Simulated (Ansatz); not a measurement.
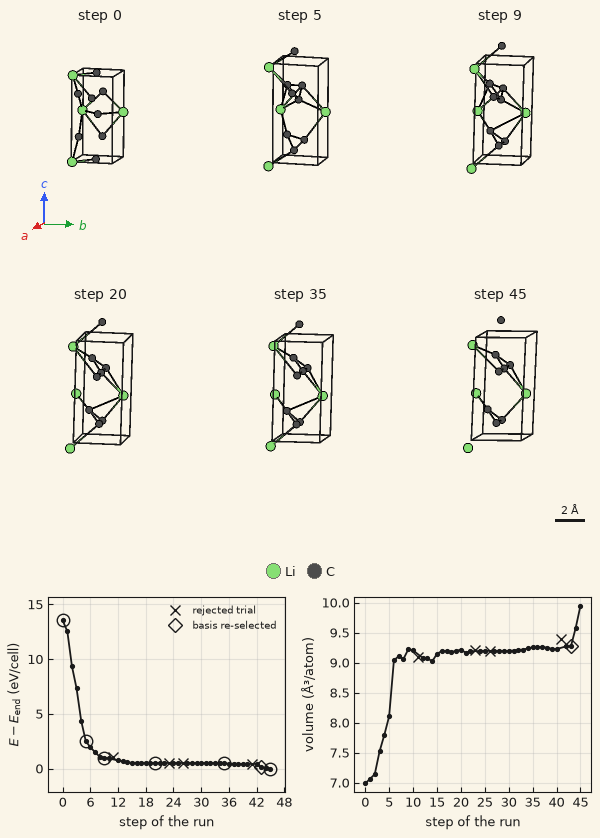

Frames of a relaxation of crystalline LiC3 (built on the Cu3Au (L1_2)_221 type) (coarse preliminary run), marked on the history of the run. Style: ball-and-stick. Shown: the cell of the calculation, slightly off an axis.

All numbers below come from Ansatz, DFT PBE, scalar-relativistic, plane waves, PAW. Set-up: plane-wave cutoff 420 eV; k-point mesh 8 × 8 × 4; occupations gaussian; smearing width 0.1 eV; no spin polarisation; cell and atoms relaxed; force threshold 0.015 eV/Å; at most 120 steps.

### What happens along the run?

The run was cut off at its time limit before the relaxation converged, so the last structure is only a point on the way. Over 40 accepted moves (45 points after the start) the energy falls by 13.537 eV per cell of the calculation. The largest force component goes from 2.1 to 0.067 eV/Å. The pressure goes from −0.18 to 0.97 GPa. The line search rejected the trial steps at points 11, 23, 26, 41 of the run. The SCF was repeated once at an unchanged geometry on a basis and grid sized afresh for the cell, which shifted the energy by 0.318 eV per cell of the calculation at most. The largest move relative to the cell is that of a C atom, 1.64 Å along [2 0 1]. By element the largest moves are C 1.64 Å, Li 1.40 Å. Cell: a 2.965 → 2.903 Å (−2.1 %), b 3.027 → 3.700 Å (+22.2 %), c 6.233 → 7.438 Å (+19.3 %), α 89.8° → 85.3°, β 91.7° → 90.7°, γ 89.4° → 90.1°. Volume +42.4 %. Among the contacts that change: C–Li 2.027 → 4.735 Å, C–Li 2.131 → 4.335 Å, C–Li 2.112 → 4.286 Å, C–Li 2.232 → 4.302 Å. New bonds form: C–C (1.93 → 1.41 Å), C–C (1.97 → 1.41 Å), C–C (2.02 → 1.41 Å), C–C (2.02 → 1.49 Å). Bonds break: C–Li (1.97 → 3.18 Å), C–Li (1.99 → 3.15 Å), C–Li (2.02 → 3.70 Å), C–Li (2.03 → 4.73 Å). Among the angles between lasting bonds that change: C–Li–C 64.0° → 149.1°, C–Li–C 66.6° → 117.5°, C–Li–C 58.6° → 105.5°. The space group stays P1 (No. 1). The run took 18 min on 1 thread of Arm Neoverse V1, with other jobs on the host, peak memory 0.44 GiB. From step 0 to 5: a C atom moves most (0.80 Å), volume +16.0 %, energy −11.034 eV per cell of the calculation. From step 5 to 9: a C atom moves most (0.42 Å), volume +13.8 %, energy −1.507 eV per cell of the calculation. From step 9 to 20: Li and C atoms move most (0.35 Å), energy −0.476 eV per cell of the calculation. From step 20 to 35: a Li atom moves most (0.63 Å), volume +0.4 %, energy −41.1 meV per cell of the calculation. From step 35 to 45: a Li atom moves most (0.39 Å), volume +7.5 %, energy −0.479 eV per cell of the calculation.

```json
{"step": "0", "E − E(0), meV/atom": "0.00", "largest force component, eV/Å": "2.1136", "pressure, GPa": "-0.18", "volume, Å³/atom": "6.989", "note": ""}
{"step": "1", "E − E(0), meV/atom": "-124.00", "largest force component, eV/Å": "3.1428", "pressure, GPa": "-2.31", "volume, Å³/atom": "7.064", "note": ""}
{"step": "2", "E − E(0), meV/atom": "-522.99", "largest force component, eV/Å": "3.9536", "pressure, GPa": "-2.90", "volume, Å³/atom": "7.144", "note": ""}
{"step": "3", "E − E(0), meV/atom": "-775.56", "largest force component, eV/Å": "4.5653", "pressure, GPa": "-7.91", "volume, Å³/atom": "7.523", "note": ""}
{"step": "4", "E − E(0), meV/atom": "-1144.75", "largest force component, eV/Å": "3.8072", "pressure, GPa": "-0.76", "volume, Å³/atom": "7.798", "note": ""}
{"step": "5", "E − E(0), meV/atom": "-1379.23", "largest force component, eV/Å": "2.3708", "pressure, GPa": "19.18", "volume, Å³/atom": "8.107", "note": ""}
{"step": "6", "E − E(0), meV/atom": "-1448.69", "largest force component, eV/Å": "2.2526", "pressure, GPa": "2.22", "volume, Å³/atom": "9.040", "note": ""}
{"step": "7", "E − E(0), meV/atom": "-1504.41", "largest force component, eV/Å": "1.2766", "pressure, GPa": "-1.94", "volume, Å³/atom": "9.109", "note": ""}
{"step": "8", "E − E(0), meV/atom": "-1555.88", "largest force component, eV/Å": "0.8970", "pressure, GPa": "2.50", "volume, Å³/atom": "9.063", "note": ""}
{"step": "9", "E − E(0), meV/atom": "-1567.56", "largest force component, eV/Å": "0.5370", "pressure, GPa": "-0.96", "volume, Å³/atom": "9.223", "note": ""}
{"step": "10", "E − E(0), meV/atom": "-1576.32", "largest force component, eV/Å": "0.8259", "pressure, GPa": "-1.82", "volume, Å³/atom": "9.206", "note": ""}
{"step": "12", "E − E(0), meV/atom": "-1598.06", "largest force component, eV/Å": "0.9327", "pressure, GPa": "0.04", "volume, Å³/atom": "9.080", "note": ""}
{"step": "14", "E − E(0), meV/atom": "-1621.02", "largest force component, eV/Å": "0.4867", "pressure, GPa": "0.97", "volume, Å³/atom": "9.022", "note": ""}
{"step": "16", "E − E(0), meV/atom": "-1625.39", "largest force component, eV/Å": "0.3034", "pressure, GPa": "-0.27", "volume, Å³/atom": "9.194", "note": ""}
{"step": "17", "E − E(0), meV/atom": "-1625.62", "largest force component, eV/Å": "0.1481", "pressure, GPa": "-0.37", "volume, Å³/atom": "9.194", "note": ""}
{"step": "19", "E − E(0), meV/atom": "-1626.18", "largest force component, eV/Å": "0.0779", "pressure, GPa": "-0.06", "volume, Å³/atom": "9.195", "note": ""}
{"step": "21", "E − E(0), meV/atom": "-1627.32", "largest force component, eV/Å": "0.0931", "pressure, GPa": "0.24", "volume, Å³/atom": "9.166", "note": ""}
{"step": "23", "E − E(0), meV/atom": "-1627.33", "largest force component, eV/Å": "0.1366", "pressure, GPa": "-0.27", "volume, Å³/atom": "9.206", "note": "rejected"}
{"step": "25", "E − E(0), meV/atom": "-1627.85", "largest force component, eV/Å": "0.0590", "pressure, GPa": "-0.04", "volume, Å³/atom": "9.198", "note": ""}
{"step": "27", "E − E(0), meV/atom": "-1627.93", "largest force component, eV/Å": "0.0356", "pressure, GPa": "0.08", "volume, Å³/atom": "9.195", "note": ""}
{"step": "28", "E − E(0), meV/atom": "-1627.96", "largest force component, eV/Å": "0.0364", "pressure, GPa": "-0.04", "volume, Å³/atom": "9.198", "note": ""}
{"step": "30", "E − E(0), meV/atom": "-1628.04", "largest force component, eV/Å": "0.0309", "pressure, GPa": "-0.02", "volume, Å³/atom": "9.197", "note": ""}
{"step": "32", "E − E(0), meV/atom": "-1628.15", "largest force component, eV/Å": "0.0436", "pressure, GPa": "-0.25", "volume, Å³/atom": "9.211", "note": ""}
{"step": "34", "E − E(0), meV/atom": "-1629.63", "largest force component, eV/Å": "0.3269", "pressure, GPa": "-0.58", "volume, Å³/atom": "9.237", "note": ""}
{"step": "36", "E − E(0), meV/atom": "-1634.64", "largest force component, eV/Å": "0.6727", "pressure, GPa": "-0.70", "volume, Å³/atom": "9.262", "note": ""}
{"step": "38", "E − E(0), meV/atom": "-1636.94", "largest force component, eV/Å": "0.2668", "pressure, GPa": "0.07", "volume, Å³/atom": "9.251", "note": ""}
{"step": "39", "E − E(0), meV/atom": "-1638.57", "largest force component, eV/Å": "0.0757", "pressure, GPa": "0.31", "volume, Å³/atom": "9.231", "note": ""}
{"step": "41", "E − E(0), meV/atom": "-1637.74", "largest force component, eV/Å": "0.0576", "pressure, GPa": "-0.84", "volume, Å³/atom": "9.398", "note": "rejected"}
{"step": "43", "E − E(0), meV/atom": "-1678.51", "largest force component, eV/Å": "0.0817", "pressure, GPa": "3.74", "volume, Å³/atom": "9.273", "note": "same geometry, new basis"}
{"step": "45", "E − E(0), meV/atom": "-1692.11", "largest force component, eV/Å": "0.0667", "pressure, GPa": "0.97", "volume, Å³/atom": "9.950", "note": ""}
```
